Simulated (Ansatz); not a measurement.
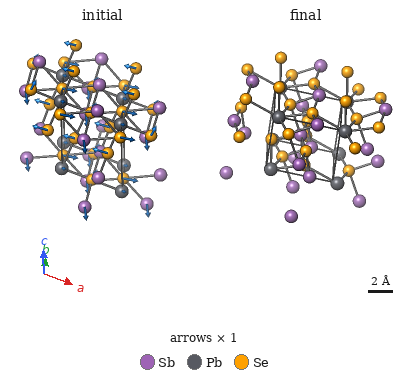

The structure of a crystal of Sb2PbSe4 (built on the K2MgH4-139 type type) before (left) and after (right) a relaxation, at one scale. The blue arrows give the displacements (the part carried along by the change of the cell is left out), at their true length.

A ball-and-stick model of the cell of the calculation, reduced to other axes, seen from a free direction. Lengths and directions refer to the drawn axes.

Case: shaken.

Method: DFT, PBEsol, plane waves, PAW (Ansatz 0.2.0). (plane-wave cutoff 420 eV; k-point mesh 4 × 4 × 4; occupations fermi dirac; smearing width 0.05 eV; no spin polarisation; cell and atoms relaxed; force threshold 0.01 eV/Å; at most 120 steps)

### What changed between the two?

The run was cut off at its time limit before the relaxation converged, so the last structure is only a point on the way. Over 26 accepted moves (30 points after the start) the energy falls by 348 meV per atom. The largest force component goes from 0.81 to 0.066 eV/Å. The pressure goes from −0.06 to −0.05 GPa. The line search rejected the trial steps at points 1, 19, 23, 26 of the run. The largest move relative to the cell is that of a Se atom, 1.48 Å roughly along [−3 0 1]. By element the largest moves are Se 1.48 Å, Sb 1.25 Å, Pb 0.47 Å. The drawn cell changes as follows: a 5.584 → 5.869 Å (+5.1 %), b 5.673 → 5.766 Å (+1.6 %), c 7.948 → 6.423 Å (−19.2 %), α 110.1° → 109.0°, β 110.3° → 93.3°, γ 90.4° → 92.8°; the volume changes by −6.8 %. Among the contacts that change: Sb–Se 6.100 → 2.822 Å, Sb–Se 3.166 → 5.057 Å, Sb–Se 3.144 → 4.855 Å, Sb–Se 4.125 → 2.705 Å. New bonds form, among them: Sb–Se (4.12 → 2.70 Å), Sb–Se (6.10 → 2.82 Å). Bonds break, among them: Pb–Se (2.92 → 3.81 Å). Bond angles that change, for instance: Sb–Se–Pb 177.0° → 99.4°, Se–Sb–Se 116.6° → 80.0°, Se–Pb–Se 178.1° → 142.5°. The space group stays P1 (No. 1).
